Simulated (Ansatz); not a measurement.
```xyz
8

C     0.3509    1.4808   -0.6727
Si    0.0926    0.2976    0.5807
B    -0.3891   -1.5598    0.0859
Cl   -0.6636   -2.8052    1.2956
H     0.2490    1.2059   -1.7359
H     0.6212    2.5329   -0.4846
H     0.2446    0.7260    2.0120
H    -0.5054   -1.8783   -1.0811
```

These are results of RKS PBE/def2-SVP in Ansatz, not measurements.

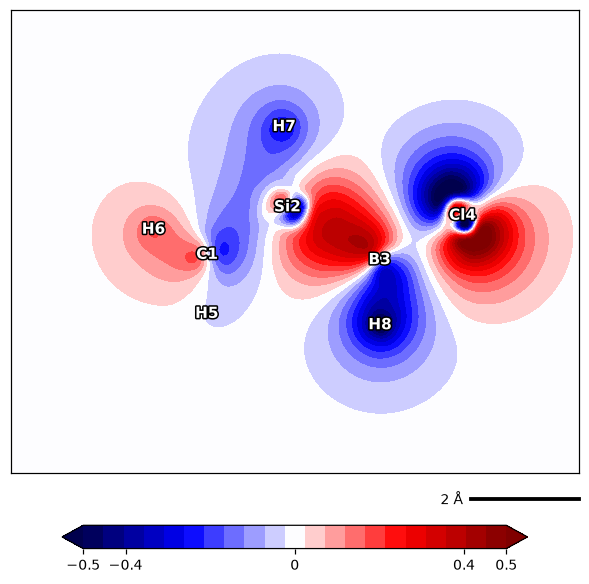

CH₄BClSi (SMILES C=[SiH]BCl). The HOMO−1 on the molecular plane (values in Å⁻³ᐟ²; the overall sign is arbitrary).

Q: What is the character of this orbital?

A: It lies mainly on Cl4 (about 45 %), B3 (about 20 %), Si2 (about 15 %) and H8 (about 10 %); it is symmetric in the molecular plane (an in-plane orbital: σ, lone-pair or in-plane π type). Its energy is −6.74 eV.
